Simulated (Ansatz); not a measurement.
# C₃H₈ (SMILES CCC): what the fields show

Input

```
crystal:
  periodic: [false, false, false]
  atoms:
    - {symbol: C, position_ang: [-0.832471, 0.724328, -0.658451]}
    - {symbol: C, position_ang: [-0.123983, 0.185079, 0.572577]}
    - {symbol: C, position_ang: [0.924269, -0.861368, 0.234508]}
    - {symbol: H, position_ang: [-1.340377, -0.077437, -1.202287]}
    - {symbol: H, position_ang: [-0.122274, 1.189008, -1.348558]}
    - {symbol: H, position_ang: [-1.581743, 1.475219, -0.396802]}
    - {symbol: H, position_ang: [0.346967, 1.012099, 1.114687]}
    - {symbol: H, position_ang: [-0.861034, -0.244707, 1.259369]}
    - {symbol: H, position_ang: [1.422973, -1.237792, 1.130780]}
    - {symbol: H, position_ang: [1.692711, -0.448772, -0.425656]}
    - {symbol: H, position_ang: [0.474973, -1.715657, -0.280157]}
basis:
  gaussian: {orbitals: def2-TZVPP}
hamiltonian: {xc: pbe0, dispersion: d4}
output: {orbitals: {seedname: orbitals}}
```

Run with:

```sh
ansatz run in.yaml --threads 2 --pin off --events-out ev --progress --plain --max-ram 32768MiB --backend cpu
```

Geometry: PBE0-D4/def2-TZVP.

These are results of Ansatz, RKS PBE0-D4/def2-TZVPP, not measurements.

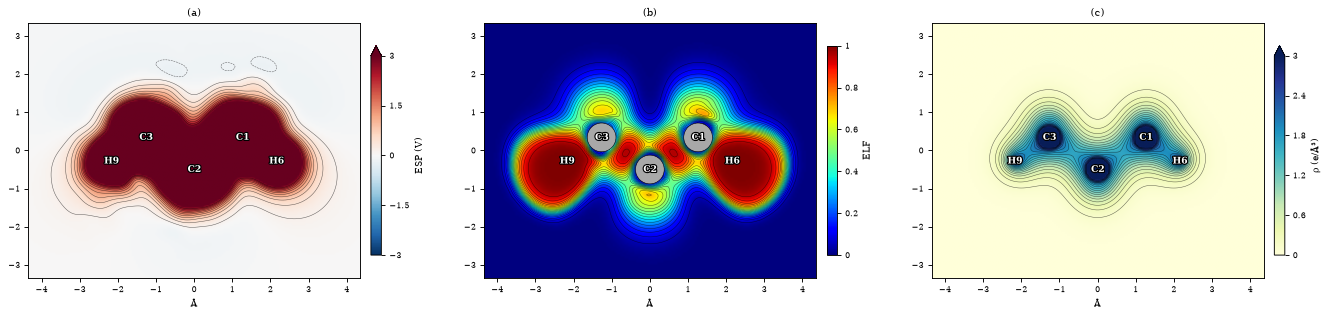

Figure 1. (a) molecular electrostatic potential; (b) ELF; (c) total electron density on the plane of atoms C2, C1 and H6. Grey discs cover the atomic cores in the ELF map.

### What does the map show?

The plane passes through C and H nuclei.
C–C (1.52 Å): the density is about 1.7 e/Å³ at the midpoint; the ELF peaks at about 0.95 between the atoms: localised, covalent bonding.
C–H (1.09 Å): ρ is about 2 e/Å³ halfway; the ELF climbs to about 1 towards the hydrogen, as it does in any bond to H; an ordinary covalent bond to hydrogen.
The potential has no marked negative region in this plane.

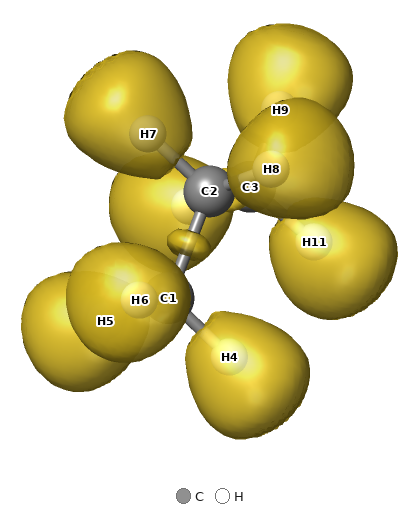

Figure 2. Isosurface of the ELF at 0.9 (yellow), seen at an oblique angle. Core shells and regions of very low density are left out.

### What do the ELF domains correspond to?

At this value the surface marks out two regions between bonded C–C atoms (shared pairs) and eight regions around hydrogen nuclei.

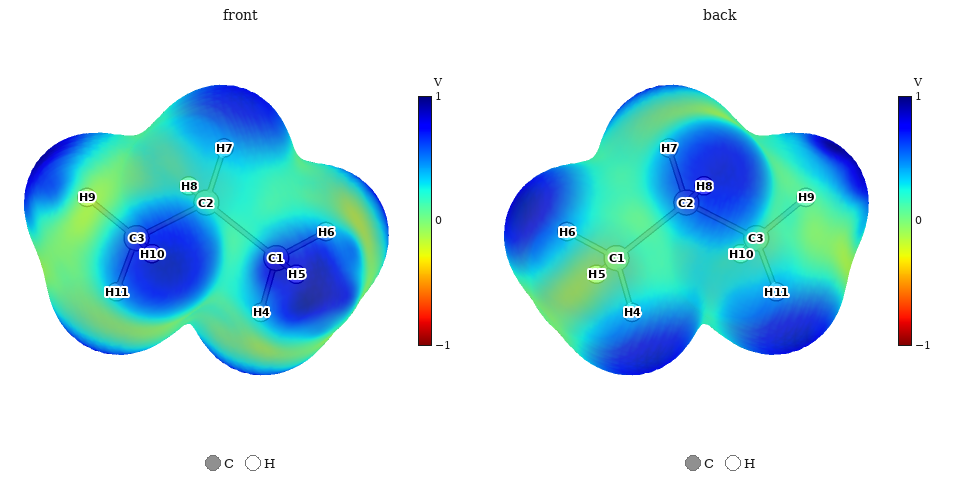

Figure 3. The molecular electrostatic potential painted on the density surface at 0.004 e/bohr³, seen from the front and from behind; the colour scale runs from red (negative) to blue (positive).

### Where is the surface potential most negative and most positive?

The most negative region (about −0.1 V) lies over C1, C2 and C3, the most positive (about +0.9 V, or +21 kcal/mol for a unit charge) over the H atoms.
